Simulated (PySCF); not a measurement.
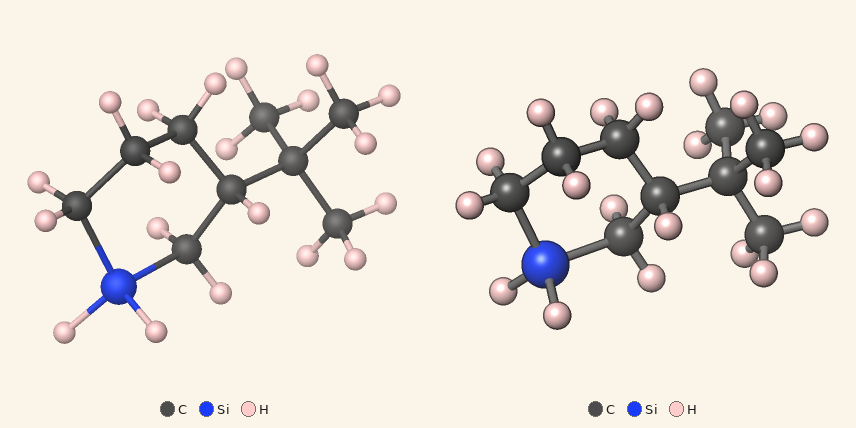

Both panels show the same species.

The geometry was computed by an optimisation with PBE0-D3(BJ)/def2-SVP. No frequency run is at hand to confirm it as a minimum.

**Give the formula.**

C₉H₂₀Si, 30 atoms: 9 carbon, 20 hydrogen and 1 silicon.

**Name functional groups in it.**

Among them: Si–H bond.

**Does it have rings?**

Independent rings (smallest set): 1 of 6 members.

**Which point group does it belong to?**

C1.

The parts below concern this one geometry. Atoms keep their numbers from picture to picture.

**Shape**

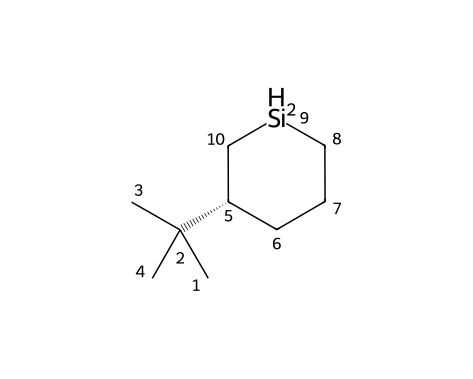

A structural formula, with wedges where it has stereocentres; small numbers name the atoms. The configuration is that of a computed structure (PBE0-D3(BJ)/def2-SVP).

**What are the Cahn–Ingold–Prelog descriptors?**

C5: R.

**Bond orders**

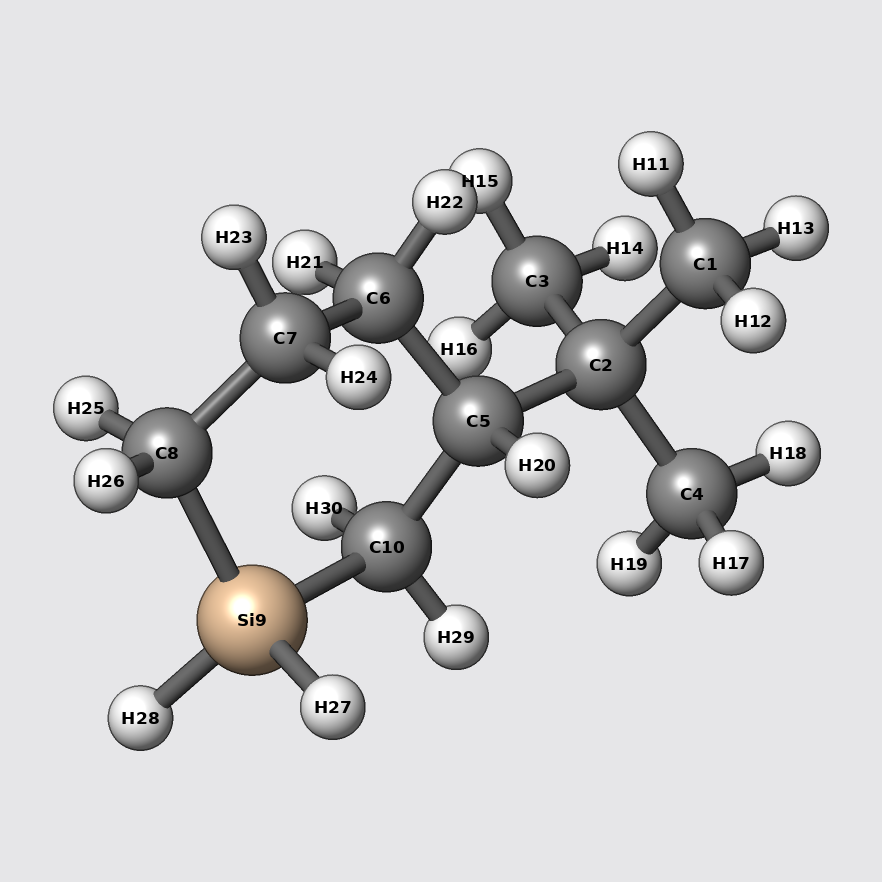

Every bond is drawn as one stick. No frequency run is at hand to confirm it as a minimum. Method: PBE0/pcSseg-1 (PySCF 2.14.0).

List the Mayer bond orders of C1–C2, C2–C3, C2–C4, C2–C5, C5–C6, C5–C10, C6–C7, C7–C8, C8–Si9, Si9–C10 (bonds between heavy atoms, one of each equivalent set).

```
   bond  Mayer order  length (Å)
  C1–C2         1.03       1.533
  C2–C3         1.00       1.531
  C2–C4         1.03       1.532
  C2–C5         0.97       1.562
  C5–C6         1.00       1.537
 C5–C10         1.01       1.538
  C6–C7         1.05       1.530
  C7–C8         1.03       1.532
 C8–Si9         0.92       1.884
Si9–C10         0.91       1.886
```

**NMR shielding**

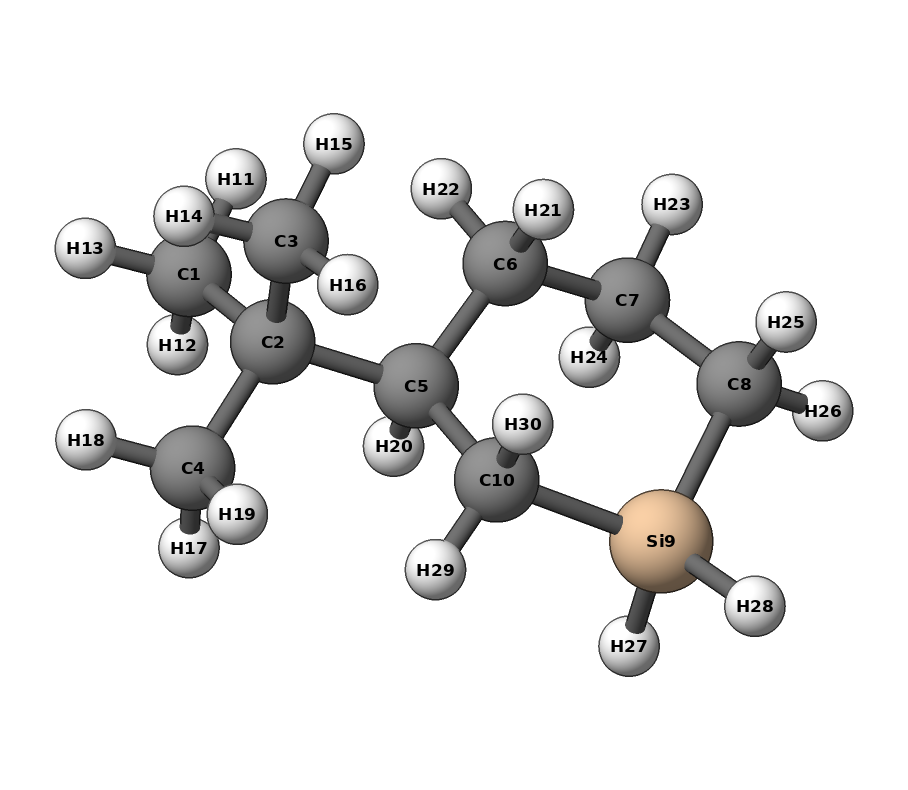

No frequency run is at hand to confirm it as a minimum. Properties computed with GIAO PBE0/pcSseg-1 NMR shielding, non-relativistic, gas phase (PySCF 2.14.0). Principal shieldings σ11 ≤ σ22 ≤ σ33, span Ω = σ33 − σ11, skew κ = 3(σiso − σ22)/Ω.

**Which C atom has the most anisotropic shielding?**

C1, with a span of 53 ppm.

Give the shielding tensors of the C atoms.

```tsv
atom	σ11	σ22	σ33	σiso	Ω	κ
C1	131.9	142.9	185.1	153.3	53.2	0.59
C2	143.7	146.9	160.3	150.3	16.6	0.62
C3	147.7	153.7	185.0	162.1	37.4	0.68
C4	135.9	142.7	181.0	153.2	45.0	0.70
C5	116.1	136.5	154.9	135.8	38.8	−0.05
C6	147.1	154.4	155.6	152.4	8.4	−0.72
C7	150.6	151.2	166.9	156.2	16.4	0.92
C8	157.4	181.1	186.0	174.8	28.6	−0.66
C10	157.5	178.8	188.5	174.9	31.0	−0.37
```

Shieldings and span in ppm.

**Electronic properties**

No frequency run is at hand to confirm it as a minimum. Level of theory: PBE0/pcSseg-1, gas phase (PySCF 2.14.0).

Computed properties:

- dipole moment: 0.80 D
- HOMO energy (Kohn–Sham orbital): −7.67 eV
- LUMO energy (Kohn–Sham orbital): 1.17 eV
- HOMO–LUMO gap: 8.84 eV
